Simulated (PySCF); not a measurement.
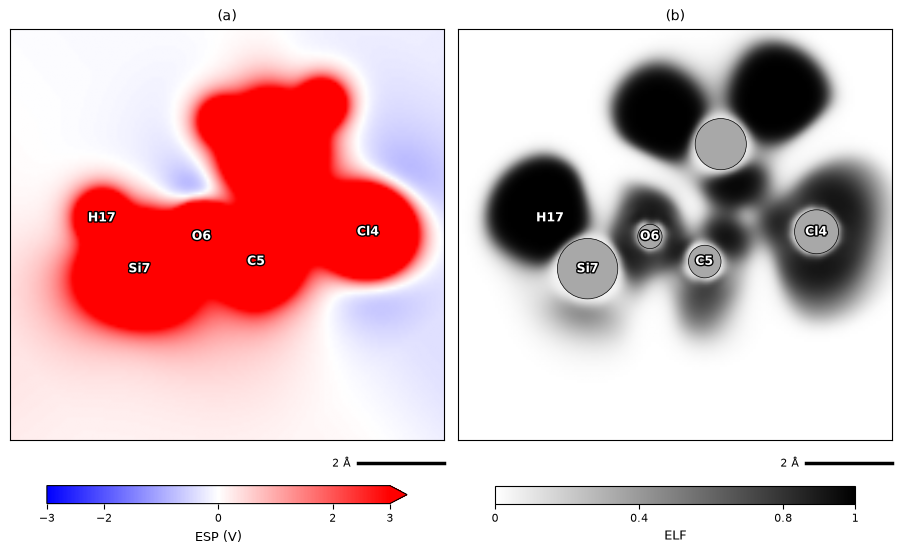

C₃H₁₁ClOSi₂. (a) molecular electrostatic potential; (b) ELF on the plane of atoms O6, Si7 and H17. Grey discs cover the atomic cores in the ELF map.

Geometry: GFN2-xTB.

All numbers below come from PySCF 2.14.0, PBE0/pcSseg-1, SCF density, gas phase, non-relativistic.

Input file:

```
{"job": {"kind": "nmr", "xc": "PBE0", "basis": "pcSseg-1"}, "charge": 0, "multiplicity": 1}
C     -1.275686    -0.648462    -1.467806
C     -1.019564    -0.625346     0.025706
Si    -1.522336     1.034400     0.857005
Cl    -1.973433    -1.946222     0.779879
C      0.446522    -0.858479     0.344031
O      1.065136     0.394220     0.296992
Si     2.651579     0.724289     0.165095
H     -2.323216    -0.448213    -1.681641
H     -1.012973    -1.615947    -1.896902
H     -0.667782     0.121127    -1.940017
H     -2.986831     1.038396     0.852475
H     -1.019000     2.155244     0.070953
H     -1.016138     1.019914     2.224735
H      0.558056    -1.277372     1.351294
H      0.916953    -1.551326    -0.364793
H      3.402696     0.199651     1.309038
H      2.576670     2.174251     0.118259
H      3.190589     0.116191    -1.055958
```

Run with:

```sh
OMP_NUM_THREADS=1 python probes_run.py task.json out
```

> What do the fields say about this system?

The section cuts through Cl, C, O, Si and H sites. C–O (1.40 Å): the ELF peaks at about 0.90 between the atoms: a shared but strongly polarised pair. Si–O (1.63 Å): the ELF peaks at about 0.85 between the atoms: a short, strongly polar bond. Si–H (1.45 Å): the ELF climbs to about 1 towards the hydrogen, as it does in any bond to H. The ELF also peaks beside Cl4, away from the bonds: lone-pair regions. Outside the dense part of the molecule the potential is most negative (−0.8 V) near Cl4.
